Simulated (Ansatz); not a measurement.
Consider CH$_{6}$GaO (charge −1).

```xyz
9

Ga   -0.2438    0.5384   -1.2788
O     0.9376    0.0289    0.1122
C     0.3592   -0.5093    1.2363
H    -0.2464   -1.4152    1.0284
H    -0.3177    0.1945    1.7629
H     1.1316   -0.8090    1.9685
H     0.6933    1.0958   -2.4643
H    -1.2385    1.6695   -0.6700
H    -1.0753   -0.7937   -1.6952
```

Geometry: PBE0-D4/def2-TZVPD.

Level of theory: Ansatz 0.2.0, RKS PBE0-D4/def2-TZVPD.

Q: What can the converged electron density and electron localisation function tell about the bonding?

A: C–O (1.37 Å): ρ at the midpoint is about 2.2 e/Å³, with its minimum of 2 e/Å³ about 0.5 Å from C; the ELF peaks at about 0.90 between the atoms (a polar covalent bond).
Ga–O (1.89 Å): ρ at the midpoint is about 0.71 e/Å³; the ELF peaks at about 0.85 in the valence shell of O, 0.6 Å from its nucleus, and is about 0.25 at the midpoint.
C–H (1.11 Å): the density is about 1.9 e/Å³ at the midpoint; the ELF climbs to about 1 towards the hydrogen, as it does in any bond to H (an ordinary covalent bond to hydrogen).
Ga–H (1.61 Å): ρ at the midpoint is about 0.86 e/Å³; the ELF climbs to about 1 towards the hydrogen.

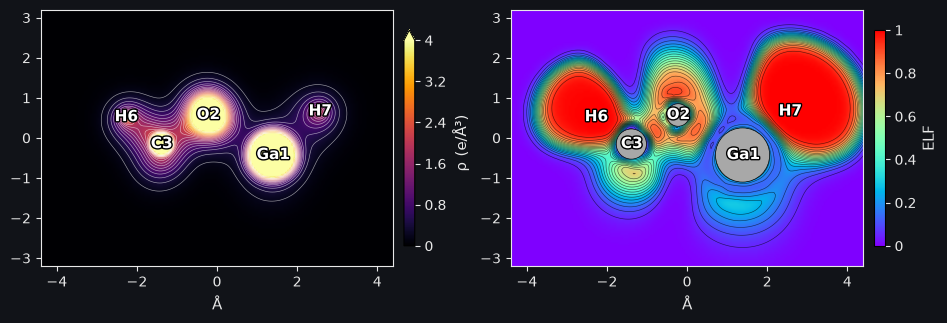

Computed electron density and electron localisation function on the plane of atoms O2, C3 and H6, in this order. Grey discs cover the atomic cores in the ELF map. 
